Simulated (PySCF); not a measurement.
Run report: C6H9FO, NMR shielding calculation

C6H9FO, computed with GIAO PBE0/pcSseg-1 NMR shielding, non-relativistic, gas phase (PySCF 2.14.0).

The geometry comes from this level: GFN2-xTB, MD frame at 1000 fs, 300 K. It belongs to a series of runs on one base structure; here: MD frame at 1000 fs, 300 K. Figures and captions count atoms from 1; the log counts them from 0 in places.

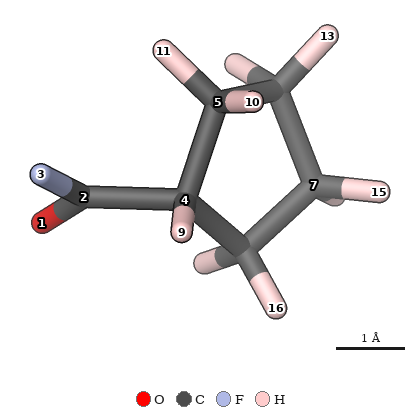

Fig. 1: The structure (stick view, seen at a tilt; atoms are numbered from 1 in the order of the input).

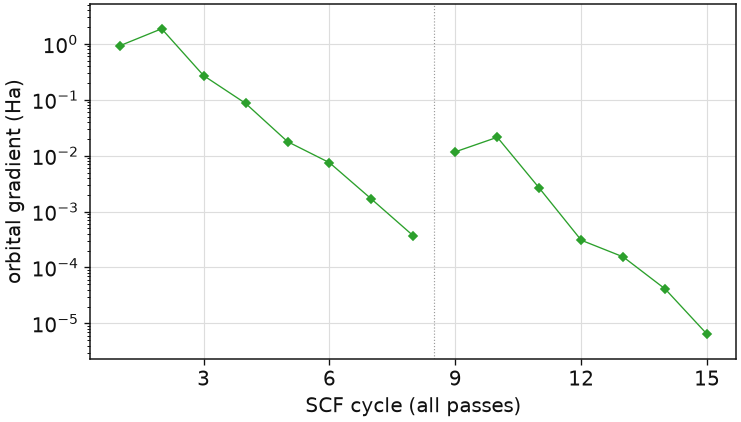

Fig. 2: Convergence of the self-consistent field: orbital gradient against the SCF cycle. The dotted line marks the change from a coarse to the final integration grid. The first 8 cycles use a coarse grid, the final grid takes over at cycle 9, and the field converges after 15 cycles in all.

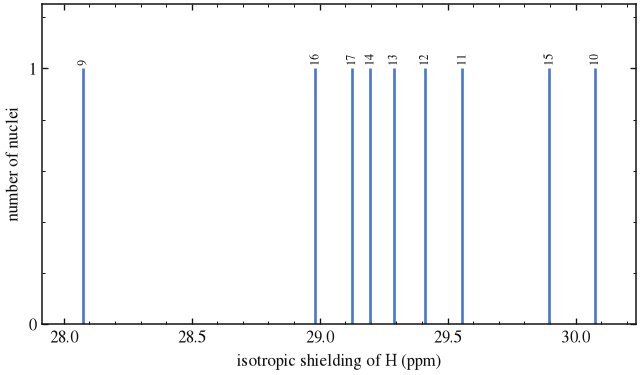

Fig. 3: Isotropic shieldings of the hydrogen nuclei in this fixed geometry, labelled by atom number; shielding grows to the right, so chemical shift grows to the left. The least shielded is H9 (28.1 ppm), the most shielded H10 (30.1 ppm).

These pictures come from the run below.

Input
```
{"job": {"kind": "nmr", "xc": "PBE0", "basis": "pcSseg-1", "pop": false}, "charge": 0, "multiplicity": 1}
O      1.369600     1.591600    -0.517100
C      1.052600     0.997300     0.489200
F      1.994600     0.533300     1.353600
C     -0.316400     0.865700     1.166700
C     -0.728300    -0.596200     1.016600
C     -1.895400    -0.657000     0.087600
C     -2.544200     0.729900     0.262900
C     -1.467200     1.699000     0.537200
H     -0.008200     1.167700     2.201800
H     -0.981800    -0.805800     2.023100
H      0.082000    -1.293400     0.713000
H     -1.520300    -0.831900    -0.949300
H     -2.544700    -1.536200     0.283400
H     -3.131300     1.033300    -0.638700
H     -3.337700     0.662600     1.017000
H     -1.824600     2.428300     1.289300
H     -1.156900     2.094800    -0.423900
```

The first line tells a small driver script what to run in PySCF; the rest is the geometry in Å.

Launched with:
```bash
OMP_NUM_THREADS=1 python <driver script> task.json out
```

The program's output
```
coarse grid: 14272 points
cycle   1  E = -408.3886430681  dE =  1.183e+00  |g| = 9.265e-01  |ddm| = 3.613e+00
cycle   2  E = -407.9022672316  dE =  4.864e-01  |g| = 1.869e+00  |ddm| = 1.640e+00
cycle   3  E = -408.5435282846  dE = -6.413e-01  |g| = 2.712e-01  |ddm| = 1.202e+00
cycle   4  E = -408.5560566616  dE = -1.253e-02  |g| = 8.642e-02  |ddm| = 2.204e-01
cycle   5  E = -408.5571705094  dE = -1.114e-03  |g| = 1.786e-02  |ddm| = 5.138e-02
cycle   6  E = -408.5572314603  dE = -6.095e-05  |g| = 7.498e-03  |ddm| = 1.810e-02
cycle   7  E = -408.5572424784  dE = -1.102e-05  |g| = 1.675e-03  |ddm| = 6.347e-03
cycle   8  E = -408.5572430291  dE = -5.507e-07  |g| = 3.672e-04  |ddm| = 1.658e-03
final grid: 138408 points
cycle   9  E = -408.6223492747  dE = -3.357e-05  |g| = 1.174e-02  |ddm| = 3.167e-02
cycle  10  E = -408.6222885150  dE =  6.076e-05  |g| = 2.138e-02  |ddm| = 2.176e-02
cycle  11  E = -408.6223766083  dE = -8.809e-05  |g| = 2.635e-03  |ddm| = 1.400e-02
cycle  12  E = -408.6223779872  dE = -1.379e-06  |g| = 3.073e-04  |ddm| = 1.878e-03
cycle  13  E = -408.6223779993  dE = -1.203e-08  |g| = 1.546e-04  |ddm| = 3.108e-04
cycle  14  E = -408.6223780029  dE = -3.601e-09  |g| = 4.122e-05  |ddm| = 1.081e-04
cycle  15  E = -408.6223780032  dE = -3.181e-10  |g| = 6.381e-06  |ddm| = 3.491e-05
converged SCF energy = -408.6223780032

GIAO shielding tensors (ppm)
atom      isotropic    diamagn.    paramagn.     s11        s22        s33       span
  0 O     -131.036     401.044    -532.080   -428.433   -227.225    262.552    690.985
  1 C        0.306     249.230    -248.924   -129.763     35.728     94.953    224.715
  2 F      116.490     477.543    -361.054   -118.263    191.348    276.384    394.648
  3 C      132.226     254.845    -122.619    109.552    133.088    154.036     44.484
  4 C      160.628     245.164     -84.536    124.163    170.706    187.015     62.852
  5 C      155.188     247.179     -91.992    127.150    163.987    174.426     47.277
  6 C      158.071     246.478     -88.407    127.807    170.103    176.304     48.497
  7 C      158.735     245.367     -86.632    130.381    167.576    178.248     47.867
  8 H       28.075      31.611      -3.536     23.897     26.991     33.338      9.442
  9 H       30.076      31.453      -1.377     23.900     29.184     37.144     13.244
 10 H       29.558      30.403      -0.845     24.090     28.553     36.032     11.942
 11 H       29.411      30.239      -0.828     25.062     27.284     35.889     10.827
 12 H       29.290      28.801       0.489     24.618     26.447     36.804     12.186
 13 H       29.198      27.616       1.581     24.452     26.610     36.532     12.080
 14 H       29.898      28.538       1.360     24.620     27.739     37.334     12.714
 15 H       28.983      27.858       1.125     23.718     27.073     36.157     12.439
 16 H       29.126      29.262      -0.135     23.519     28.292     35.568     12.050
```

Results in brief

```tsv
quantity	value
outcome	converged
total energy	−408.622378 hartree
HOMO	−8.39 eV
LUMO	−0.52 eV
dipole moment	3.31 D
isotropic shielding, O	−131.0 ppm
isotropic shielding, C	0.3 to 160.6 ppm
isotropic shielding, F	116.5 ppm
isotropic shielding, H	28.1 to 30.1 ppm
hardware	1 CPU thread, shared host
wall time	27 s
peak memory	0.85 GiB
```
